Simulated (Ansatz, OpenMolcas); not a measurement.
**How methods differ on SiNH4O2 (SMILES N[Si](O)O)**

The species is SiNH4O2 (8 atoms), meant as a doublet with charge 0. As SMILES, `N[Si](O)O`. The coordinates come from a PBE0-D4/def2-TZVP relaxation. This is one conformer, not always the lowest.

| atom | x (Å) | y (Å) | z (Å) |
| --- | --- | --- | --- |
| N | -0.4980 | 1.2670 | 0.1293 |
| Si | 0.0960 | -0.2436 | -0.3760 |
| O | 1.6416 | -0.2883 | 0.2026 |
| O | -0.9565 | -1.3347 | 0.2779 |
| H | 0.0712 | 2.0940 | 0.0651 |
| H | -1.4836 | 1.4674 | 0.1105 |
| H | 2.2509 | -0.8480 | -0.2809 |
| H | -1.0294 | -2.1710 | -0.1842 |

Quantity: the energy change with the N1–H6 bond stretched from 1.006 to 1.157 Å, in eV. The values are calculated.

| level | kind | program | value (eV) | less CCSD(T)/cc-pVDZ | CPU time (all runs) |
| --- | --- | --- | --- | --- | --- |
| UHF/cc-pVDZ | Hartree–Fock | Ansatz | 0.46 | +0.12 | 5.9 s |
| UPBE/cc-pVDZ | GGA | OpenMolcas | 0.30 | -0.04 | 72 s |
| U-r2SCAN/cc-pVDZ | meta-GGA | Ansatz | 0.35 | +0.01 | 39 s |
| UBHLYP/cc-pVDZ | global hybrid | OpenMolcas | 0.41 | +0.07 | 74 s |
| UCAM-B3LYP/cc-pVDZ | range-separated hybrid | Ansatz | 0.36 | +0.02 | 26 s |
| UPBE-QIDH/cc-pVDZ | double hybrid | Ansatz | 0.40 | +0.06 | 26 s |
| RPA@PBE/cc-pVDZ | RPA | Ansatz | 0.30 | -0.04 | 28 s |
| UCCSD(T)/cc-pVDZ | coupled cluster or CI | Ansatz | 0.34 | 0.00 | 1.8 min |

UCCSD(T)/cc-pVDZ is the highest level here, not the true value. The first shape isn't each level's own minimum. The values span 0.30 to 0.46 eV. CPU times are rough (shared hosts, several kinds of processor and program).

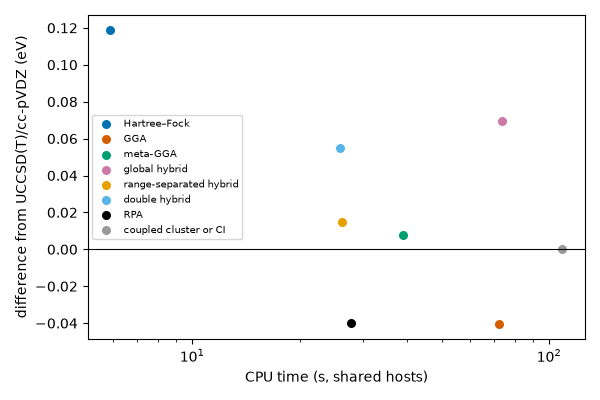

Difference from UCCSD(T)/cc-pVDZ against processor time, one point a level.
